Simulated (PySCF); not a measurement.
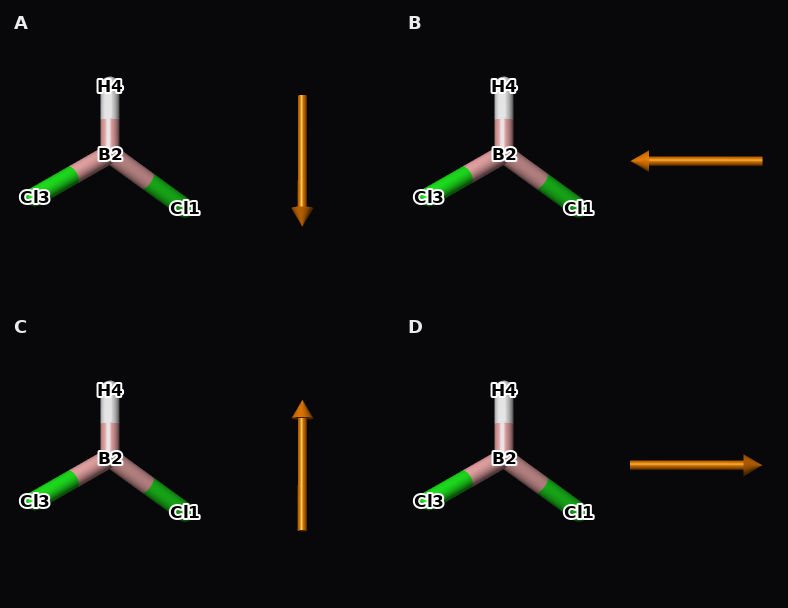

The same molecule four times, each with an arrow. The geometry was computed by an optimisation with PBE0-D3(BJ)/def2-SVP. No frequency run is at hand to confirm it as a minimum. Method: PBE0/aug-cc-pVDZ, gas phase (PySCF 2.14.0).

### Which arrow points along the dipole moment, from the negative to the positive end?

C. The dipole moment is 0.53 D; it points from the side of Cl1, Cl3 to the side of H4 (the outermost atoms at the two ends).
